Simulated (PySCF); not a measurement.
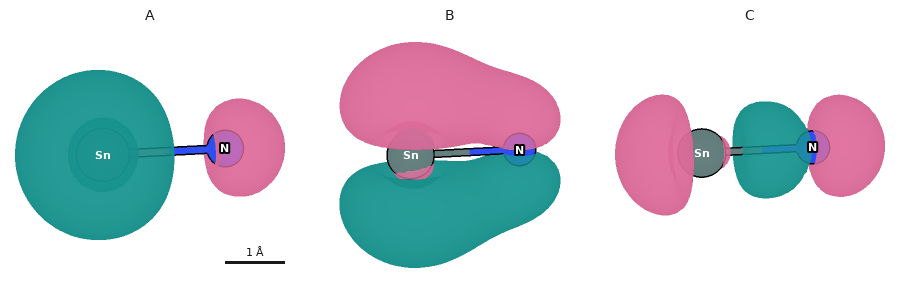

Figure. SnN (charge +1, triplet). Three frontier β-spin orbitals, each drawn at the value that holds 80 % of its norm (teal and pink are the two phases), in no order; of a degenerate pair one member is drawn.

Core potentials replace the inner electrons of Sn.

All numbers below come from PySCF, PBE0/cc-pVDZ(-PP), non-relativistic Hamiltonian with scalar-relativistic core potentials where named, at a bond length of 2.149 Å.

**Label each orbital by symmetry, say whether it is occupied, and order them by energy.**

Orbital A: σ, occupied in this spin, −18.40 eV; mainly on Sn (80 %).
Orbital C: σ, occupied in this spin, −13.03 eV; shared between the atoms (Sn 40 %, N 60 %).
Orbital B: π, empty in this spin, −10.06 eV; mainly on Sn (75 %).
